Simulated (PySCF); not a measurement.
# Property calculation, with input and output: AlH₅SO₃

The run: property calculation of AlH₅SO₃. Method and program: SVWN5/3-21G, RKS (PySCF 2.14.0).

The geometry comes from this level: PBE0-D4/def2-TZVP.

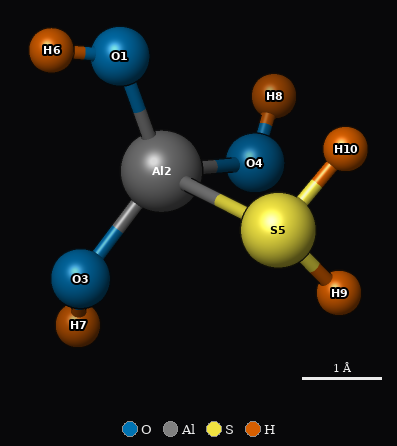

Fig. 1: The structure as given in the input (ball-and-stick view, seen at a tilt; atoms are numbered from 1 in the order of the input). Sticks mark near contacts.

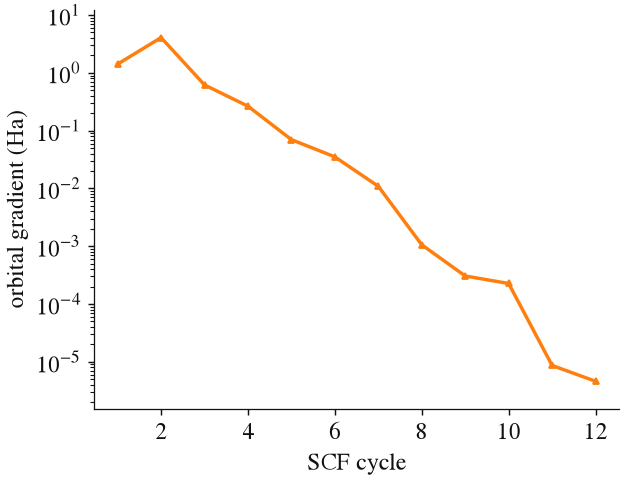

Fig. 2: Convergence of the self-consistent field: orbital gradient against the SCF cycle. The residual comes down, with one marked jump up, by a factor of about 3, at step 2.

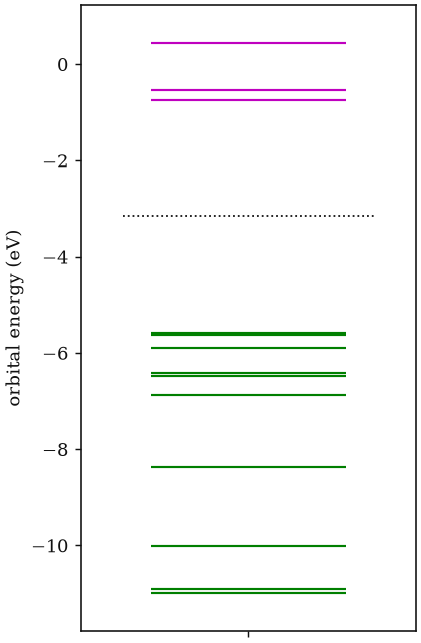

Fig. 3: Orbital energies near the frontier; the dotted line parts filled from empty levels, and levels within 0.02 eV of each other stand side by side. Highest filled −5.59 eV, lowest empty −0.74 eV, 4.85 eV apart.

The input that produced these results follows, with the program's output.

## Input (run.py)
```python
import numpy
from pyscf import gto, scf, dft, lo

molecule = gto.M(
    atom='start.xyz',
    max_memory=1860,
    verbose=4,
    basis='3-21g',
    spin=0,
)

myscf = dft.RKS(molecule)
myscf.xc = 'svwn'
myscf.conv_tol = 1e-10
myscf.grids.level = 4
myscf.kernel()
if not myscf.converged:
    myscf = myscf.newton().run(myscf.mo_coeff, myscf.mo_occ)

e_final = myscf.e_tot
print('E = %.10f Eh' % e_final)
dip = myscf.dip_moment()
pop, q = myscf.mulliken_pop()
quad = myscf.quad_moment()
occ = myscf.mo_coeff[:, myscf.mo_occ > 0]
iaos = lo.vec_lowdin(lo.iao.iao(molecule, occ), myscf.get_ovlp())
c = iaos.T @ myscf.get_ovlp() @ occ
pop_iao, q_iao = scf.hf.mulliken_pop(lo.iao.reference_mol(molecule), (c * myscf.mo_occ[myscf.mo_occ > 0]) @ c.T, numpy.eye(c.shape[0]), verbose=0)
print('IAO charges', numpy.round(q_iao, 4))
```

## File start.xyz
```
10
AlH5O3S
O     -1.809600    -0.372400    -0.491500
Al    -0.258200    -0.465500     0.221000
O     -0.101700    -0.405000     1.921700
O      0.972000    -1.252000    -0.673100
S      0.425500     1.929400    -0.216200
H     -2.595400    -0.309500     0.048000
H      0.548100    -0.940500     2.372700
H      0.756500    -1.740800    -1.465200
H      1.746600     1.688300    -0.159400
H      0.399300     1.816800    -1.554900
```

Launch command:
```bash
OMP_NUM_THREADS=1 python run.py
```

## The program's output
```
PySCF version 2.14.0

[INPUT] num. atoms = 10
[INPUT] num. electrons = 58
[INPUT] charge = 0
[INPUT] spin (= nelec alpha-beta = 2S) = 0
[INPUT] symmetry False subgroup None
[INPUT] Mole.unit = angstrom
[INPUT] Symbol           X                Y                Z      unit          X                Y                Z       unit  Magmom
[INPUT]  1 O     -1.809600000000  -0.372400000000  -0.491500000000 AA   -3.419648395013  -0.703734008788  -0.928800390224 Bohr   0.0
[INPUT]  2 Al    -0.258200000000  -0.465500000000   0.221000000000 AA   -0.487927285363  -0.879667510985   0.417629473529 Bohr   0.0
[INPUT]  3 O     -0.101700000000  -0.405000000000   1.921700000000 AA   -0.192185146868  -0.765339080449   3.631486693577 Bohr   0.0
[INPUT]  4 O      0.972000000000  -1.252000000000  -0.673100000000 AA    1.836813793077  -2.365937107955  -1.271974654445 Bohr   0.0
[INPUT]  5 S      0.425500000000   1.929400000000  -0.216200000000 AA    0.804078466002   3.646037584736  -0.408558788131 Bohr   0.0
[INPUT]  6 H     -2.595400000000  -0.309500000000   0.048000000000 AA   -4.904595183696  -0.584870235553   0.090706853979 Bohr   0.0
[INPUT]  7 H      0.548100000000  -0.940500000000   2.372700000000 AA    1.035758888874  -1.777287420153   4.483753175756 Bohr   0.0
[INPUT]  8 H      0.756500000000  -1.740800000000  -1.465200000000 AA    1.429577813233  -3.289635237643  -2.768826717713 Bohr   0.0
[INPUT]  9 H      1.746600000000   1.688300000000  -0.159400000000 AA    3.300595649165   3.190424616103  -0.301222344256 Bohr   0.0
[INPUT] 10 H      0.399300000000   1.816800000000  -1.554900000000 AA    0.754567641539   3.433254423110  -2.938335151086 Bohr   0.0

nuclear repulsion = 299.68180491059
number of shells = 39
number of NR pGTOs = 114
number of NR cGTOs = 63
basis = 3-21g
ecp = {}

******** <class 'pyscf.dft.rks.RKS'> ********
method = RKS
initial guess = minao
damping factor = 0
level_shift factor = 0
DIIS = <class 'pyscf.scf.diis.CDIIS'>
diis_start_cycle = 1
diis_space = 8
diis_damp = 0
SCF conv_tol = 1e-10
SCF conv_tol_grad = None
SCF max_cycles = 50
direct_scf = True
direct_scf_tol = 1e-13
XC library pyscf.dft.libxc version 7.0.0
    S. Lehtola, C. Steigemann, M. J.T. Oliveira, and M. A.L. Marques.,  SoftwareX 7, 1–5 (2018)
XC functionals = svwn
    P. A. M. Dirac.,  Math. Proc. Cambridge Philos. Soc. 26, 376 (1930)
    F. Bloch.,  Z. Phys. 57, 545 (1929)
    S. H. Vosko, L. Wilk, and M. Nusair.,  Can. J. Phys. 58, 1200 (1980)
radial grids:
    Treutler-Ahlrichs [JCP 102, 346 (1995); DOI:10.1063/1.469408] (M4) radial grids

becke partition: Becke, JCP 88, 2547 (1988); DOI:10.1063/1.454033
pruning grids: <function nwchem_prune>
grids dens level: 4
symmetrized grids: False
atomic radii adjust function: <function treutler_atomic_radii_adjust>
small_rho_cutoff = 0
Set gradient conv threshold to 1e-05
Initial guess from minao.
tot grids = 220704
init E= -860.66491346775
  HOMO = -0.330003145424342  LUMO = -0.0784115735669513  gap/eV = 6.84616
cycle= 1 E= -860.438106996846  delta_E= 0.227  |g|= 1.42  |ddm|= 2.73
  HOMO = -0.0178255394572515  LUMO = 0.00960689447401064  gap/eV = 0.74647
cycle= 2 E= -854.702528934522  delta_E= 5.74  |g|= 4.08  |ddm|= 12.5
  HOMO = -0.156276109456094  LUMO = -0.0605150446747058  gap/eV = 2.60579
cycle= 3 E= -860.663368298827  delta_E= -5.96  |g|= 0.619  |ddm|= 12.3
  HOMO = -0.240517003524101  LUMO = -0.0159203804053831  gap/eV = 6.11159
cycle= 4 E= -860.795121416418  delta_E= -0.132  |g|= 0.265  |ddm|= 1.17
  HOMO = -0.201113060660977  LUMO = -0.0319913875475439  gap/eV = 4.60204
cycle= 5 E= -860.813886213507  delta_E= -0.0188  |g|= 0.07  |ddm|= 0.49
  HOMO = -0.203631039796879  LUMO = -0.0266790598862898  gap/eV = 4.81511
cycle= 6 E= -860.815232077994  delta_E= -0.00135  |g|= 0.0352  |ddm|= 0.126
  HOMO = -0.205777412702309  LUMO = -0.026846639455171  gap/eV = 4.86895
cycle= 7 E= -860.815441305575  delta_E= -0.000209  |g|= 0.0109  |ddm|= 0.0367
  HOMO = -0.20534232525877  LUMO = -0.0270686162246263  gap/eV = 4.85107
cycle= 8 E= -860.81547111351  delta_E= -2.98e-05  |g|= 0.00106  |ddm|= 0.0146
  HOMO = -0.205477697570884  LUMO = -0.0271666164193078  gap/eV = 4.85209
cycle= 9 E= -860.815471486899  delta_E= -3.73e-07  |g|= 0.000306  |ddm|= 0.00182
  HOMO = -0.205489596377667  LUMO = -0.0271633935339062  gap/eV = 4.85250
cycle= 10 E= -860.815471499167  delta_E= -1.23e-08  |g|= 0.000227  |ddm|= 0.000461
  HOMO = -0.205477642645499  LUMO = -0.0271622777899152  gap/eV = 4.85221
cycle= 11 E= -860.815471509331  delta_E= -1.02e-08  |g|= 8.66e-06  |ddm|= 0.000211
  HOMO = -0.205477167323178  LUMO = -0.027162936676016  gap/eV = 4.85218
cycle= 12 E= -860.815471509351  delta_E= -1.91e-11  |g|= 4.61e-06  |ddm|= 1.49e-05
  HOMO = -0.205478700885554  LUMO = -0.0271620925286014  gap/eV = 4.85224
Extra cycle  E= -860.815471509339  delta_E= 1.18e-11  |g|= 9.06e-06  |ddm|= 1.37e-05
converged SCF energy = -860.815471509339
E = -860.8154715093 Eh
Dipole moment(X, Y, Z, Debye):  1.56599,  0.86288, -1.47938
 ** Mulliken pop  **
pop of  0 O 1s            1.98207
pop of  0 O 2s            0.40892
pop of  0 O 3s            1.45003
pop of  0 O 2px           0.64016
pop of  0 O 2py           0.79082
pop of  0 O 2pz           0.72933
pop of  0 O 3px           0.73629
pop of  0 O 3py           1.02386
pop of  0 O 3pz           0.92423
pop of  1 Al 1s           1.99827
pop of  1 Al 2s           1.96930
pop of  1 Al 3s           0.59391
pop of  1 Al 4s           0.07963
pop of  1 Al 2px          1.95259
pop of  1 Al 2py          1.94779
pop of  1 Al 2pz          1.95294
pop of  1 Al 3px          0.36794
pop of  1 Al 3py          0.34305
pop of  1 Al 3pz          0.36984
pop of  1 Al 4px          0.18952
pop of  1 Al 4py          0.26351
pop of  1 Al 4pz          0.18175
pop of  2 O 1s            1.98211
pop of  2 O 2s            0.40950
pop of  2 O 3s            1.45216
pop of  2 O 2px           0.71383
pop of  2 O 2py           0.74162
pop of  2 O 2pz           0.70355
pop of  2 O 3px           0.89157
pop of  2 O 3py           0.93758
pop of  2 O 3pz           0.84919
pop of  3 O 1s            1.98209
pop of  3 O 2s            0.40870
pop of  3 O 3s            1.45161
pop of  3 O 2px           0.75638
pop of  3 O 2py           0.73783
pop of  3 O 2pz           0.66565
pop of  3 O 3px           0.96504
pop of  3 O 3py           0.92501
pop of  3 O 3pz           0.79737
pop of  4 S 1s            1.99838
pop of  4 S 2s            1.95425
pop of  4 S 3s            1.06920
pop of  4 S 4s            0.93635
pop of  4 S 2px           1.95363
pop of  4 S 2py           1.96096
pop of  4 S 2pz           1.95342
pop of  4 S 3px           0.79228
pop of  4 S 3py           0.97971
pop of  4 S 3pz           0.78645
pop of  4 S 4px           0.45982
pop of  4 S 4py           0.93157
pop of  4 S 4pz           0.44863
pop of  5 H 1s            0.42448
pop of  5 H 2s            0.19090
pop of  6 H 1s            0.42563
pop of  6 H 2s            0.19122
pop of  7 H 1s            0.42490
pop of  7 H 2s            0.19171
pop of  8 H 1s            0.42176
pop of  8 H 2s            0.40583
pop of  9 H 1s            0.42248
pop of  9 H 2s            0.40991
 ** Mulliken atomic charges  **
charge of    0O =     -0.68571
charge of    1Al =      0.78996
charge of    2O =     -0.68111
charge of    3O =     -0.68968
charge of    4S =     -0.22464
charge of    5H =      0.38462
charge of    6H =      0.38315
charge of    7H =      0.38339
charge of    8H =      0.17241
charge of    9H =      0.16761
Traceless quadrupole moment (Debye*A):

IAO charges [-0.7422  0.9574 -0.7358 -0.7473 -0.0533  0.3422  0.3401  0.3402  0.1507
  0.148 ]
```

## Key numbers

| quantity | value |
| --- | --- |
| outcome | converged |
| total energy | −860.815472 hartree |
| basis functions | 63 |
| HOMO | −5.59 eV |
| LUMO | −0.74 eV |
| dipole moment | 2.32 D |
| hardware | 1 thread of Arm Neoverse V1, 24 GiB of memory available, shared host |
| wall time | 7.2 s |
| peak memory | 0.22 GiB |
